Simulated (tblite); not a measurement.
# C8H8OSi: the cost of one run

Programs: tblite 0.8.0 and PySCF 2.14.0, with density-fitted response routines of our own. Each step states its level of theory. These are calculated values for one molecule in the gas phase, unless marked as measured. Atoms count from 0, in the outputs and in this text.

## 1. Starting geometry

18 atoms, charge 0, multiplicity 1; geometry from: force field or distance geometry start.

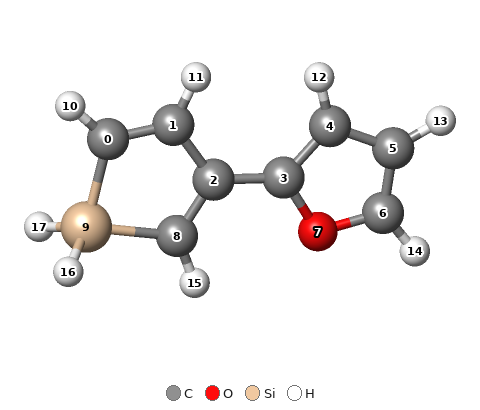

As it starts; carbon grey, oxygen red, silicon light orange, hydrogen white, atoms numbered.

## 2. Geometry optimisation with GFN2-xTB

What the job is given:

```
{"job": {"kind": "relax", "xc": "GFN2-xTB", "basis": "xTB"}, "charge": 0, "multiplicity": 1}
C     -2.668500    -0.249900    -0.690900
C     -1.386400    -0.203800    -1.062200
C     -0.409300    -0.025100     0.042900
C      1.003900     0.061600    -0.082400
C      1.808400    -0.029000    -1.200400
C      3.154800     0.103100    -0.807600
C      3.128900     0.262900     0.551800
O      1.857900     0.237000     1.009300
C     -0.994900     0.080000     1.255800
Si    -2.863700    -0.044800     1.165400
H     -3.532200    -0.377200    -1.339900
H     -1.055800    -0.310000    -2.077300
H      1.447800    -0.165600    -2.208600
H      4.046000     0.085600    -1.431500
H      3.883700     0.403800     1.315200
H     -0.503500     0.225500     2.213800
H     -3.539500     1.226500     1.524600
H     -3.386400    -1.274100     1.810500
```

Launch:

```bash
> OMP_NUM_THREADS=1 python probes_run.py task.json out
```

This one command runs all jobs of the session in turn.

Q: Estimate the wall time and peak memory of this first job on 1 thread of AMD EPYC, shared host.

About 1.1 s, with a peak of 0.18 GiB.
